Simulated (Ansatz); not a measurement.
BSiNH7F: geometry relaxation (part 1 of 2)

- system: BSiNH7F
- method: RKS B3LYP/6-31G* (Ansatz 0.2.0)

The input holds or restrains some coordinates. It belongs to a series of runs on one base structure; here: pulled along the bonds that form and break, towards end B.

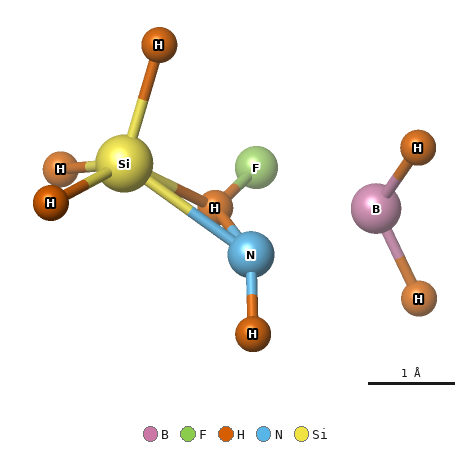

**Figure 1.** The structure as given in the input (ball-and-stick view, seen at a tilt).

## Input file
```yaml
crystal:
  periodic: [false, false, false]
  atoms:
    - { symbol: B, position_ang: [0.0, 0.0, 0.0] }
    - { symbol: F, position_ang: [0.0, 0.0, 1.67] }
    - { symbol: H, position_ang: [1.0305, 0.0, -0.595] }
    - { symbol: H, position_ang: [-1.0305, 0.0, -0.595] }
    - { symbol: "N", position_ang: [0.0773, -1.7539, 0.5833] }
    - { symbol: H, position_ang: [-0.441, -2.5119, 0.0539] }
    - { symbol: Si, position_ang: [1.0434, -2.1779, 2.0663] }
    - { symbol: H, position_ang: [1.2276, -3.6248, 2.1308] }
    - { symbol: H, position_ang: [2.3474, -1.5244, 2.0018] }
    - { symbol: H, position_ang: [0.3313, -1.7252, 3.2578] }
    - { symbol: H, position_ang: [0.0473, -1.0728, 1.5337] }
basis:
  gaussian: { orbitals: "6-31G*" }
hamiltonian:
  xc: b3lyp
relax:
  f_tol: 0.15
  max_steps: 25
  restrain:
    - { distance: [0, 4], at: 1.55, k: 30.0 }
    - { distance: [10, 1], at: 0.92, k: 30.0 }
    - { distance: [0, 1], at: 2.52, k: 30.0 }
    - { distance: [10, 4], at: 2.26, k: 30.0 }
```

Run as:
```bash
ansatz run input.yaml --threads 1 --pin off --max-ram 2048MiB --backend cpu --events-out ev --progress --plain --runs-dir out
```

## What the program printed
```
The last accepted step is kept in [file] (removed where the run ends without a failure and the disk answers)
Engine: ansatz 0.2.0, x86_64-unknown-linux-gnu
Functional definition: B3LYP
  parameter a0 = 0.2
  parameter ax = 0.72
  parameter ac = 0.81
  exchange = (1 - a0 - ax)*slater_x + ax*b88_x + a0*exact_x
  correlation = (1 - ac)*vwn_rpa_c + ac*lyp_c
875 factors; integrals over basis functions are off by at most 6.3e-4 eV
mean field evaluation 1: about -12866.3162 eV, gradient 5.3e1 eV
mean field evaluation 2: about -12854.0305 eV, gradient 8.7e1 eV
mean field evaluation 4: about -12871.6964 eV, gradient 5.8e0 eV
mean field evaluation 8: about -12871.7639 eV, gradient 3.3e-2 eV
mean field -12871.76389238 eV, -473.0285982501 hartree, gradient 1.2e-5 eV, S^2 0.000000; 0 other end points of the search recorded, 0 dependent functions left out
the calculation of the forces begins
reference -12871.76413426 eV, -473.0286071391 hartree; 21, 21 occupied and 57, 57 virtual orbitals, 875 factors
relax step   1: F+E_penalty+E_count = -12871.76389238 eV  Δ(F+E_penalty+E_count) = +0.000e0 eV  max|allowed force component| = 6.395e0 eV/Å  E_restraint = 30.41637351 eV  max|allowed force component, restraints' pulls added| = 3.134e1 eV/Å  Δτ_max = 0.0000 Å  (24 SCF iters, accepted)
  distance B 0 - N 4 = 1.8500 Å
  distance H 10 - F 1 = 1.0825 Å
  distance B 0 - F 1 = 1.6700 Å
  distance H 10 - N 4 = 1.1696 Å
these checks for a lower state are left out or cut short: starts, cluster_reference, orbital_swaps, neighbouring_geometries, increment
875 factors; integrals over basis functions are off by at most 6.4e-4 eV
mean field evaluation 16: about -12871.5771 eV, gradient 1.6e1 eV
mean field -12872.71072886 eV, -473.0633938489 hartree, gradient 5.5e-5 eV, S^2 0.000000; 0 other end points of the search recorded, 0 dependent functions left out
[... from here on the field's lines of each further geometry are left out, up to the last ...]
relax step   2: F+E_penalty+E_count = -12872.71072886 eV  Δ(F+E_penalty+E_count) = -9.468e-1 eV  max|allowed force component| = 4.689e0 eV/Å  E_restraint = 14.41727431 eV  max|allowed force component, restraints' pulls added| = 1.914e1 eV/Å  Δτ_max = 0.1946 Å  (30 SCF iters, accepted)
relax step   3: F+E_penalty+E_count = -12873.34198789 eV  Δ(F+E_penalty+E_count) = -6.313e-1 eV  max|allowed force component| = 4.470e0 eV/Å  E_restraint = 4.84987430 eV  max|allowed force component, restraints' pulls added| = 1.119e1 eV/Å  Δτ_max = 0.1948 Å  (31 SCF iters, accepted)
relax step   4: F+E_penalty+E_count = -12874.02266422 eV  Δ(F+E_penalty+E_count) = -6.807e-1 eV  max|allowed force component| = 2.540e0 eV/Å  E_restraint = 0.56099990 eV  max|allowed force component, restraints' pulls added| = 4.196e0 eV/Å  Δτ_max = 0.1948 Å  (28 SCF iters, accepted)
relax step   5: F+E_penalty+E_count = -12874.77864595 eV  Δ(F+E_penalty+E_count) = -7.560e-1 eV  max|allowed force component| = 1.687e0 eV/Å  E_restraint = 0.03767384 eV  max|allowed force component, restraints' pulls added| = 2.004e0 eV/Å  Δτ_max = 0.1943 Å  (29 SCF iters, accepted)
relax step   6: F+E_penalty+E_count = -12875.29523074 eV  Δ(F+E_penalty+E_count) = -5.166e-1 eV  max|allowed force component| = 1.654e0 eV/Å  E_restraint = 0.05477059 eV  max|allowed force component, restraints' pulls added| = 1.121e0 eV/Å  Δτ_max = 0.1942 Å  (27 SCF iters, accepted)
relax step   7: F+E_penalty+E_count = -12875.46491282 eV  Δ(F+E_penalty+E_count) = -1.697e-1 eV  max|allowed force component| = 1.744e0 eV/Å  E_restraint = 0.06835039 eV  max|allowed force component, restraints' pulls added| = 1.744e0 eV/Å  Δτ_max = 0.1950 Å  (27 SCF iters, accepted)
relax step   8: F+E_penalty+E_count = -12875.67994799 eV  Δ(F+E_penalty+E_count) = -2.150e-1 eV  max|allowed force component| = 1.632e0 eV/Å  E_restraint = 0.06837166 eV  max|allowed force component, restraints' pulls added| = 3.248e-1 eV/Å  Δτ_max = 0.1999 Å  (27 SCF iters, accepted)
relax step   9: F+E_penalty+E_count = -12875.73876291 eV  Δ(F+E_penalty+E_count) = -5.881e-2 eV  max|allowed force component| = 1.745e0 eV/Å  E_restraint = 0.06372648 eV  max|allowed force component, restraints' pulls added| = 1.121e-1 eV/Å  Δτ_max = 0.1985 Å  (26 SCF iters, accepted)
relax step  10: F+E_penalty+E_count = -12875.75382367 eV  Δ(F+E_penalty+E_count) = -1.506e-2 eV  max|allowed force component| = 1.794e0 eV/Å  E_restraint = 0.07930971 eV  max|allowed force component, restraints' pulls added| = 8.077e-1 eV/Å  Δτ_max = 0.1546 Å  (25 SCF iters, rejected (line search))
relax step  11: F+E_penalty+E_count = -12875.75417664 eV  Δ(F+E_penalty+E_count) = -1.541e-2 eV  max|allowed force component| = 1.697e0 eV/Å  E_restraint = 0.06882988 eV  max|allowed force component, restraints' pulls added| = 2.763e-1 eV/Å  Δτ_max = 0.0754 Å  (25 SCF iters, accepted)
relax step  12: F+E_penalty+E_count = -12875.76001211 eV  Δ(F+E_penalty+E_count) = -5.835e-3 eV  max|allowed force component| = 1.618e0 eV/Å  E_restraint = 0.06715948 eV  max|allowed force component, restraints' pulls added| = 2.656e-1 eV/Å  Δτ_max = 0.0999 Å  (24 SCF iters, accepted)
relax step  13: F+E_penalty+E_count = -12875.76321494 eV  Δ(F+E_penalty+E_count) = -3.203e-3 eV  max|allowed force component| = 1.663e0 eV/Å  E_restraint = 0.06837841 eV  max|allowed force component, restraints' pulls added| = 5.689e-1 eV/Å  Δτ_max = 0.1218 Å  (23 SCF iters, accepted)
relax step  14: F+E_penalty+E_count = -12875.76472392 eV  Δ(F+E_penalty+E_count) = -1.509e-3 eV  max|allowed force component| = 1.618e0 eV/Å  E_restraint = 0.06723075 eV  max|allowed force component, restraints' pulls added| = 6.147e-1 eV/Å  Δτ_max = 0.0536 Å  (25 SCF iters, accepted)
relax step  15: F+E_penalty+E_count = -12875.76040520 eV  Δ(F+E_penalty+E_count) = +4.319e-3 eV  max|allowed force component| = 1.583e0 eV/Å  E_restraint = 0.06129060 eV  max|allowed force component, restraints' pulls added| = 1.731e-1 eV/Å  Δτ_max = 0.0683 Å  (24 SCF iters, accepted)
the calculation of the forces begins
reference -12875.76433045 eV, -473.1756116375 hartree; 21, 21 occupied and 57, 57 virtual orbitals, 877 factors
relax step  16: F+E_penalty+E_count = -12875.76409090 eV  Δ(F+E_penalty+E_count) = -3.686e-3 eV  max|allowed force component| = 1.599e0 eV/Å  E_restraint = 0.06318159 eV  max|allowed force component, restraints' pulls added| = 1.182e-1 eV/Å  Δτ_max = 0.0452 Å  (24 SCF iters, accepted)
```

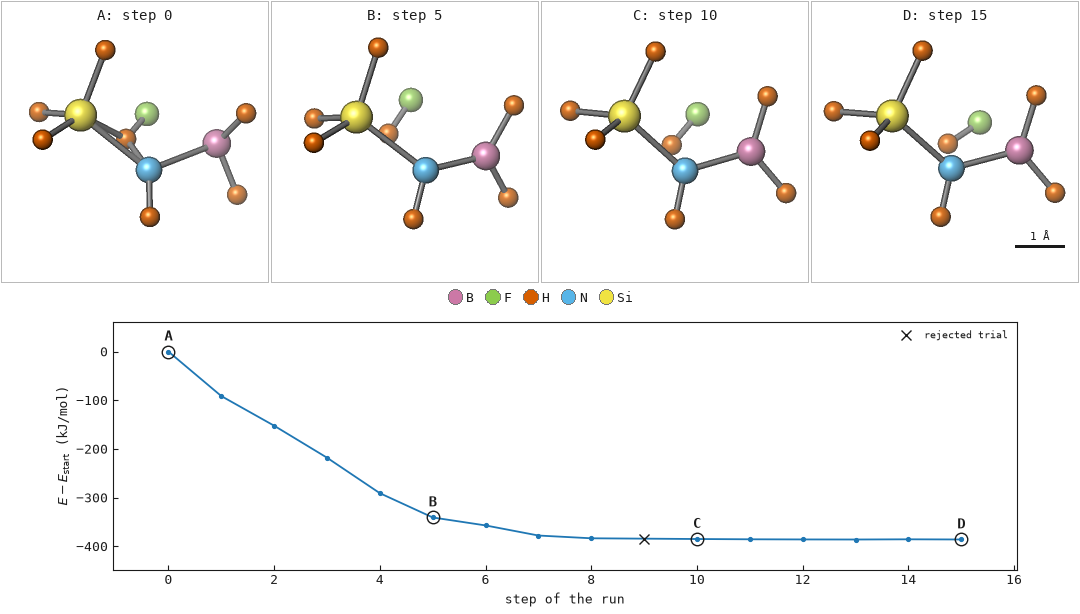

**Figure 2.** Frames of the restrained relaxation (ball-and-stick view, seen at a tilt) above the curves, on which the letters mark them (the first geometry is step 0 here and step 1 in the log).

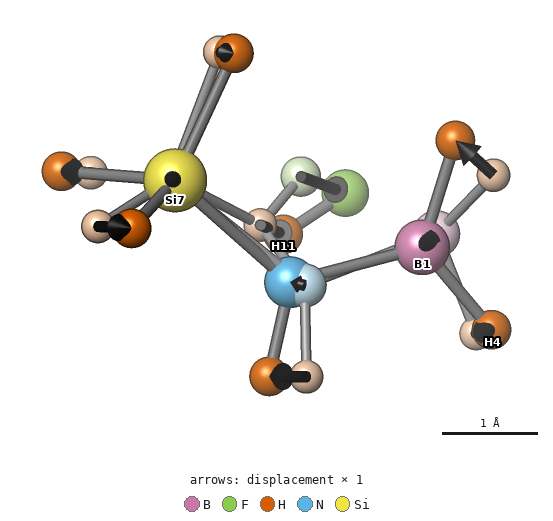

**Figure 3.** Start (faint) and end (solid) with the displacements as black arrows, at true length (ball-and-stick view, seen at a tilt). The two geometries are laid on each other by the best rigid fit. H11 moves most after the best rigid fit: 1.41 Å. By element the largest moves are H 1.41 Å, F 1.15 Å, B 0.70 Å, Si 0.33 Å, N 0.16 Å. Among the contacts that change: Si7–H11 1.580 → 3.163 Å, N5–H11 1.170 → 2.259 Å, B1–N5 1.850 → 1.487 Å, F2–H11 1.082 → 0.933 Å. Bonds break: N5–H11 (1.17 → 2.26 Å), Si7–H11 (1.58 → 3.16 Å). Among the angles that change: H3–B1–N5 97.0° → 118.0°, H4–B1–N5 101.2° → 118.1°, B1–N5–Si7 120.0° → 126.4°. Over 15 geometry steps the energy falls by 386.0 kJ/mol. Largest force component: 6.4 eV/Å at the start, 1.6 eV/Å at the end. The line search rejected the trial step at point 9 (counted from 0) and went back. (Atoms are counted from 1 in the order of the input.)

```
  distance B 0 - N 4 = 1.4871 Å
  distance H 10 - F 1 = 0.9330 Å
  distance B 0 - F 1 = 2.5294 Å
  distance H 10 - N 4 = 2.2587 Å
877 factors; integrals over basis functions are off by at most 7.1e-4 eV
mean field -12875.76409090 eV, -473.1756028343 hartree, gradient 5.5e-5 eV, S^2 0.000000; 1 other end points of the search recorded, 0 dependent functions left out
the calculation of the forces begins
reference -12875.76433045 eV, -473.1756116375 hartree; 21, 21 occupied and 57, 57 virtual orbitals, 877 factors
Total energy: -12875.76433045 eV, -473.1756116375 hartree
Atom 0 at     0.228105    -0.589701    -0.145233 Å, force    -0.180560    -1.580275     1.042069 eV/Å
Atom 1 at    -0.646070     0.910454     1.694178 Å, force     0.014143     0.430895     0.012571 eV/Å
Atom 2 at     1.281088    -0.034806    -0.126329 Å, force    -0.011279     0.008591     0.001248 eV/Å
Atom 3 at    -0.649330    -0.315623    -0.905662 Å, force     0.009131    -0.016124     0.011854 eV/Å
Atom 4 at     0.041861    -1.765833     0.745595 Å, force     0.139009     1.599077    -1.060169 eV/Å
Atom 5 at    -0.822671    -2.285193     0.611903 Å, force     0.037289     0.023511     0.009291 eV/Å
Atom 6 at     1.236987    -2.439050     1.847772 Å, force    -0.010770    -0.015009    -0.019233 eV/Å
Atom 7 at     1.523136    -3.861645     1.513820 Å, force     0.000481     0.017811     0.006659 eV/Å
Atom 8 at     2.461852    -1.618352     1.728794 Å, force     0.008698     0.004004     0.001039 eV/Å
Atom 9 at     0.746853    -2.397264     3.254628 Å, force    -0.000753    -0.008877    -0.007540 eV/Å
Atom 10 at    -0.768512     0.006111     1.888134 Å, force    -0.005389    -0.463603     0.002208 eV/Å
Dipole moment:    -0.151248    -0.523200     0.131490 e Å
```

## Trajectory as extended XYZ (Å, eV, eV/Å), 16 frames, from step=1 to step=16
```
11
Properties=species:S:1:pos:R:3:forces:R:3 step=1 energy=-12871.76389
B     0.0000    0.0000    0.0000    0.4166  -4.7198   0.8268
F     0.0000    0.0000    1.6700    0.1638   6.3952   0.2028
H     1.0305    0.0000   -0.5950    0.2967   1.3615   0.6101
H    -1.0305    0.0000   -0.5950   -0.3221   0.9381   0.6178
N     0.0773   -1.7539    0.5833    1.0187  -2.0336  -1.9217
H    -0.4410   -2.5119    0.0539    0.5079   1.0773   1.5906
Si    1.0434   -2.1779    2.0663    2.0727  -2.7071  -0.7714
H     1.2276   -3.6248    2.1308   -0.0171  -0.5431   0.0560
H     2.3474   -1.5244    2.0018    0.4089   0.2324   0.1085
H     0.3313   -1.7252    3.2578   -0.1479  -0.0799   0.5264
H     0.0473   -1.0728    1.5337   -4.3982   0.0790  -1.8458
11
Properties=species:S:1:pos:R:3:forces:R:3 step=2 energy=-12872.71073
B     0.0067   -0.1431   -0.1071    0.2204  -4.6893   0.7280
F     0.0049    0.0695    1.8334    0.0682   1.7601  -0.8467
H     1.0515    0.0212   -0.6034    0.5298   1.2688   0.3772
H    -1.0479    0.0130   -0.6011   -0.3915   0.7272   0.3050
N     0.1169   -1.7934    0.4479    1.5483   1.9108   1.6018
H    -0.4478   -2.5279    0.0432   -0.4692  -0.0131   0.2913
Si    1.0457   -2.1906    2.0327    1.0402  -1.7445  -1.4501
H     1.2271   -3.6355    2.1301   -0.0439  -0.5352  -0.0405
H     2.3523   -1.5228    2.0028    0.2292   0.1433   0.0036
H     0.3341   -1.7313    3.2556    0.0136  -0.3424   0.0990
H    -0.0102   -0.9500    1.6734   -2.7452   1.5143  -1.0687
```
